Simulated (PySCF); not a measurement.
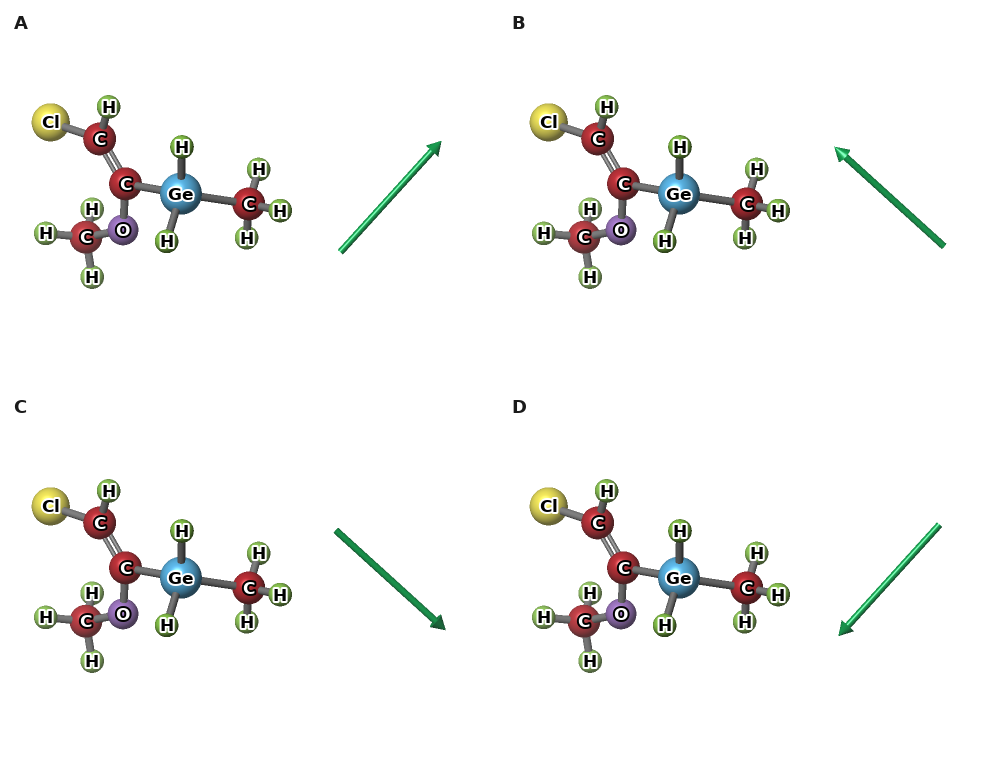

The same molecule four times, each with an arrow. The computed structure is the end point of a GFN2-xTB optimisation. No frequency run is at hand to confirm it as a minimum. Method: B3LYP/def2-SVPD, gas phase (PySCF 2.14.0).

Which arrow points along the dipole moment, from the negative to the positive end?

C. The dipole moment is 1.19 D.

The geometry is semi-empirical. Around Ge such bond lengths and angles can be off by a tenth of an ångström or more and by several degrees, and values that hang on the shape move with them.
